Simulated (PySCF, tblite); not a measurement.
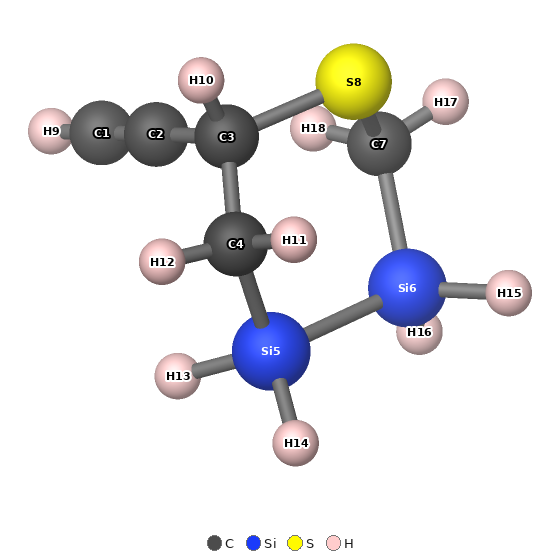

The molecule: C₅H₁₀SSi₂, SMILES C#C[C@H]1C[SiH2][SiH2]CS1.

GIAO shifts, PBE0/pcSseg-1 with PySCF, at a GFN2-xTB geometry (a minimum by its frequencies), against TMS for ²⁹Si and CS₂ for ³³S computed at the same level. Gas phase, fully decoupled, line heights follow the number of nuclei, widths are arbitrary (no quadrupolar broadening); values of one conformer, averaged over methyl-type rotors and exact or near symmetry; other conformers aren't averaged in.

Q: Which ²⁹Si signals does it give?

A: 2 signals.


```csv
δ (ppm),nuclei,atoms
−88.6,1,Si5
−88.9,1,Si6
```

The order of signals that lie close, as those under 3 ppm apart, is within the error of the method.

Q: Predict the ³³S spectrum.

A: 1 signal.


```tsv
δ (ppm)	nuclei	atoms
58.4	1	S8
```

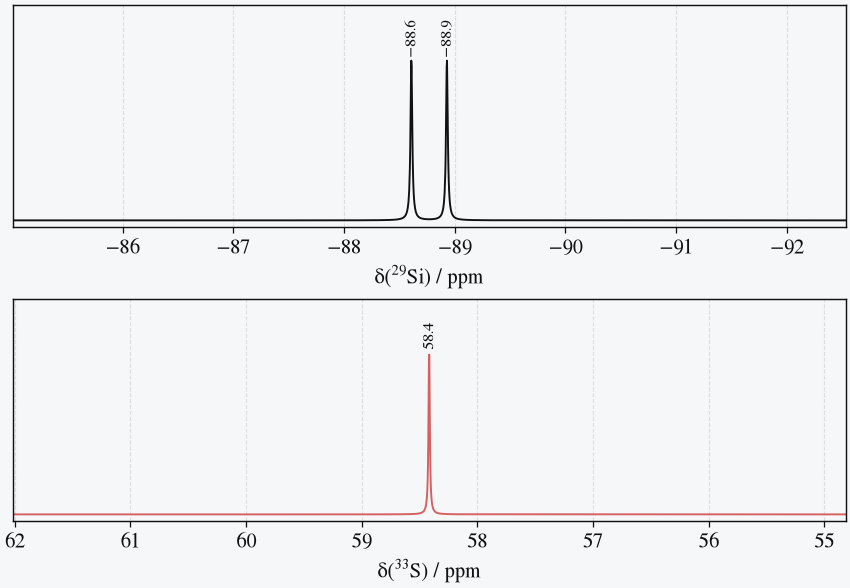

Note: the tight-binding geometry is rougher than a DFT one and adds to the error.
